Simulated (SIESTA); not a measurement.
Band structure of MgS (F-43m, 2 atoms in the cell).

```yaml
crystal:
  lattice:
    - [0.00000, 2.83312, 2.83312]
    - [2.83312, 0.00000, 2.83312]
    - [2.83312, 2.83312, 0.00000]
  atoms:
    - { symbol: Mg, position: [0.00000, 0.00000, 0.00000] }
    - { symbol: S, position: [0.75000, 0.75000, 0.75000] }
```

Computed with GGA PBEsol, numerical atomic orbitals TZP, PseudoDojo PBEsol standard norm-conserving potentials (rewritten from UPF to PSML) (SIESTA 5.4.2).

Settings: XC.functional = GGA; XC.authors = PBEsol; potentials = PseudoDojo PBEsol standard; PAO.BasisSize = TZP; PAO.EnergyShift = 0.005 Ry; MeshCutoff = 400 Ry; kgrid.MonkhorstPack = 10 10 10; OccupationFunction = FD; ElectronicTemperature = 10 K; MaxSCFIterations = 150; SCF.Mixer.Method = Pulay; SCF.Mixer.Weight = 0.1; SCF.Mixer.History = 8; SCF.DM.Tolerance = 1.0E-05.

The starting cell comes from a database of computed structures (which also holds hypothetical and non-ambient phases and stackings), without a prior relaxation at this level. Values carry the incompleteness of an atom-centred basis.

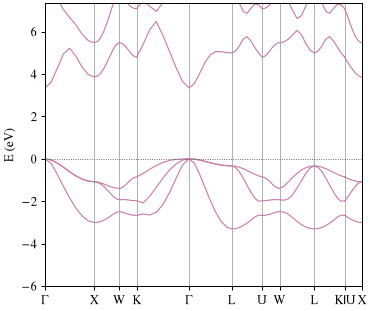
Fig. 1. Bands along the path, energies from the top of the valence band on the path.

Question: Read off roughly the gap and where its edges lie.

Answer: The gap along the path is about 3.3 eV (computed: 3.34 eV), direct at Γ to within 0.01 eV.

Levels in eV from the top of the valence band on the path, bands 5 to 9:
| point | 5 | 6 | 7 | 8 | 9 |
|---|---|---|---|---|---|
| Γ | -11.36 | 0.00 | 0.00 | 0.00 | 3.34 |
| X | -10.36 | -3.01 | -1.08 | -1.08 | 3.86 |
| W | -10.37 | -2.49 | -1.93 | -1.39 | 5.47 |
| K | -10.40 | -2.67 | -1.98 | -0.86 | 4.79 |
| L | -10.62 | -3.31 | -0.33 | -0.33 | 4.99 |
| U | -10.40 | -2.67 | -1.98 | -0.86 | 4.79 |

Higher empty bands are left out: an atom-centred basis made for the valence describes them poorly.
